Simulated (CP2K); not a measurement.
# SiNH3Cl2 (SMILES N[SiH](Cl)Cl): IPEA1-xTB

What is the energy difference between two shapes of SiNH3Cl2 at IPEA1-xTB? 

Program for the calculation: CP2K 2026.2.

3 further runs of the same task are left out: 2 that didn't finish, 1 set aside as unsound or not needed.

**1. The structure to begin with**

The species is SiNH3Cl2 (7 atoms), meant as a singlet with charge 0. SMILES: `N[SiH](Cl)Cl`. Geometry: relaxed at PBE0-D4/def2-TZVP. This is one conformer, not always the lowest.

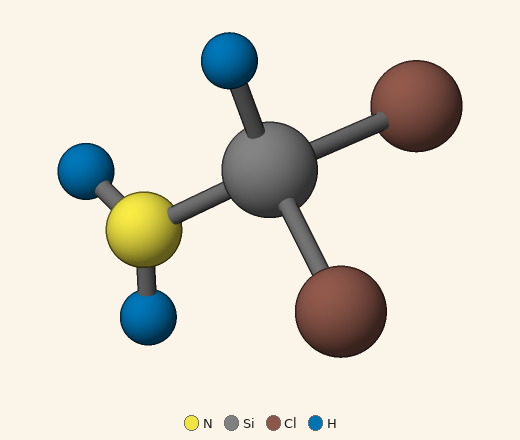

The structure, seen from a chosen angle (nitrogen yellow, silicon grey, chlorine brown, hydrogen blue).

**2. The energy at IPEA1-xTB**

Input file job.inp:

```
&GLOBAL
  PROJECT job
  RUN_TYPE ENERGY
  PRINT_LEVEL MEDIUM
&END GLOBAL

&FORCE_EVAL
  METHOD QUICKSTEP
  &DFT
    # Quickstep
    &QS
      METHOD XTB
      EPS_DEFAULT 1.0E-10
      &XTB
        GFN_TYPE TBLITE
        &TBLITE
          METHOD IPEA1
        &END TBLITE
        CHECK_ATOMIC_CHARGES F
      &END XTB
    &END QS
    # isolated system
    &POISSON
      PERIODIC NONE
      POISSON_SOLVER ANALYTIC
    &END POISSON
    &SCF
      SCF_GUESS ATOMIC
      EPS_SCF 1.0E-07
      MAX_SCF 150
      ADDED_MOS 8
      &DIAGONALIZATION
        ALGORITHM STANDARD
      &END DIAGONALIZATION
      &MIXING
        METHOD DIRECT_P_MIXING
        ALPHA 0.4
      &END MIXING
      &SMEAR ON
        METHOD FERMI_DIRAC
        ELECTRONIC_TEMPERATURE [K] 300
      &END SMEAR
    &END SCF
    # extra output
    &PRINT
      &MOMENTS
        PERIODIC F
        REFERENCE COM
        MAX_MOMENT 1
      &END MOMENTS
      &MO ON
        ENERGIES T
        OCCUPATION_NUMBERS T
        NDIGITS 6
        &EACH
          QS_SCF 0
        &END EACH
        ADD_LAST NUMERIC
      &END MO
      &HIRSHFELD OFF
      &END HIRSHFELD
    &END PRINT
  &END DFT
  # structure
  &SUBSYS
    # vacuum box
    &CELL
      ABC 12.7 13.3 12.8
      PERIODIC NONE
    &END CELL
    &COORD
      N     -0.051800     1.099600    -0.066300
      Si     0.221700    -0.569500    -0.034800
      Cl     0.681000    -1.079600     1.887200
      Cl    -1.383000    -1.725700    -0.595200
      H     -0.591000     1.544900     0.658900
      H     -0.138200     1.580900    -0.947500
      H      1.322600    -0.918600    -0.947800
    &END COORD
    &TOPOLOGY
      &CENTER_COORDINATES
      &END CENTER_COORDINATES
    &END TOPOLOGY
  &END SUBSYS
&END FORCE_EVAL
```

On the command line:

```console
$ OMP_NUM_THREADS=1 cp2k.psmp -i job.inp -o job.out
```

Output:

```text
CP2K| version string:                                       CP2K version 2026.2
[...]
 GLOBAL| Method name                                                        CP2K
[...]
 GLOBAL| Run type                                                         ENERGY
[...]
                             - Atoms:                                          7
[...]
                             - Spherical basis functions:                     38
[...]
 Number of electrons:                                                         26
[...]
  *** SCF run converged in    16 steps ***
[...]
  Fermi energy:                                                -0.23433851172515
[...]
 TB_DIPOLE| Moment [Debye]          0.16204713       2.33689693      -0.82952120
 TB_DIPOLE| Derivative [a.u.]       0.00000000       0.00000000       0.00000000
[...]
 ENERGY| Total FORCE_EVAL ( QS ) energy [hartree]            -16.360270164443588
[...]
```

It took 0.2 s on 1 thread of Arm Neoverse V2, shared host.

**3. The distorted shape, same level**

Input file qs.inp:

```
&FORCE_EVAL
  METHOD QUICKSTEP
  &DFT
    CHARGE 0
    MULTIPLICITY 1
    &QS
      METHOD XTB
      EPS_DEFAULT 1.0E-10
      &XTB
        GFN_TYPE TBLITE
        &TBLITE
          METHOD IPEA1
        &END
        CHECK_ATOMIC_CHARGES F
      &END
    &END
    &POISSON
      PERIODIC NONE
      POISSON_SOLVER ANALYTIC
    &END
    &SCF
      SCF_GUESS ATOMIC
      EPS_SCF 1.0E-07
      MAX_SCF 150
      ADDED_MOS 8
      &DIAGONALIZATION
        ALGORITHM STANDARD
      &END
      &MIXING
        METHOD DIRECT_P_MIXING
        ALPHA 0.4
      &END
      &SMEAR ON
        METHOD FERMI_DIRAC
        ELECTRONIC_TEMPERATURE [K] 300
      &END
    &END
    &PRINT
      &MOMENTS
        PERIODIC F
        REFERENCE COM
        MAX_MOMENT 1
      &END
      &MO ON
        ENERGIES T
        OCCUPATION_NUMBERS T
        NDIGITS 6
        &EACH
          QS_SCF 0
        &END
        ADD_LAST NUMERIC
      &END
      &HIRSHFELD OFF
      &END
    &END
  &END
  &SUBSYS
    &CELL
      ABC [angstrom] 12.9 13.4 12.9
      PERIODIC NONE
    &END
    &COORD
      N      0.012001     1.112975    -0.158280
      Si     0.245360    -0.640036    -0.071848
      Cl     0.590582    -1.130207     1.855464
      Cl    -1.431985    -1.805703    -0.470256
      H     -0.608622     1.519633     0.724225
      H     -0.119410     1.603194    -1.027736
      H      1.458880    -0.971666    -0.965496
    &END
    &TOPOLOGY
      &CENTER_COORDINATES
      &END
    &END
  &END
&END

&GLOBAL
  PROJECT_NAME qs
  RUN_TYPE ENERGY
  PRINT_LEVEL MEDIUM
&END
```

On the command line:

```console
$ OMP_NUM_THREADS=1 cp2k.psmp -i qs.inp -o qs.out
```

Output:

```text
CP2K| version string:                                       CP2K version 2026.2
[...]
 GLOBAL| Method name                                                        CP2K
[...]
 GLOBAL| Run type                                                         ENERGY
[...]
                             - Atoms:                                          7
[...]
                             - Spherical basis functions:                     38
[...]
 Number of electrons:                                                         26
[...]
  *** SCF run converged in    16 steps ***
[...]
  Fermi energy:                                                -0.23247923694401
[...]
 TB_DIPOLE| Moment [Debye]          0.32900058       2.14680328      -0.71609975
 TB_DIPOLE| Derivative [a.u.]       0.00000000       0.00000000       0.00000000
[...]
 ENERGY| Total FORCE_EVAL ( QS ) energy [hartree]            -16.335151562975870
[...]
```

Run time: 0.2 s. Hardware: 1 thread of Arm Neoverse V2, shared host.

**4. Outcome**

At IPEA1-xTB:

```
                                                  quantity         value
                                 first shape: total energy  -16.36027 Eh
    first shape: dipole moment (from atomic charges alone)        2.49 D
                                  first shape: HOMO energy     -12.00 eV
                                  first shape: LUMO energy      -5.48 eV
                                first shape: HOMO–LUMO gap       6.52 eV
                             distorted shape: total energy  -16.33515 Eh
distorted shape: dipole moment (from atomic charges alone)        2.29 D
                              distorted shape: HOMO energy     -11.86 eV
                              distorted shape: LUMO energy      -5.43 eV
                            distorted shape: HOMO–LUMO gap       6.43 eV
                    energy change with the atoms displaced      0.684 eV
```

**Reading.** With the atoms displaced the energy rises by 0.68 eV (65.9 kJ/mol). The first shape isn't relaxed at this level, so the change isn't measured from a minimum. The dipole (first shape) comes from point charges on the atoms alone, without atomic dipoles, so it is partial. The dipole (distorted shape) comes from point charges on the atoms alone, without atomic dipoles, so it is partial.
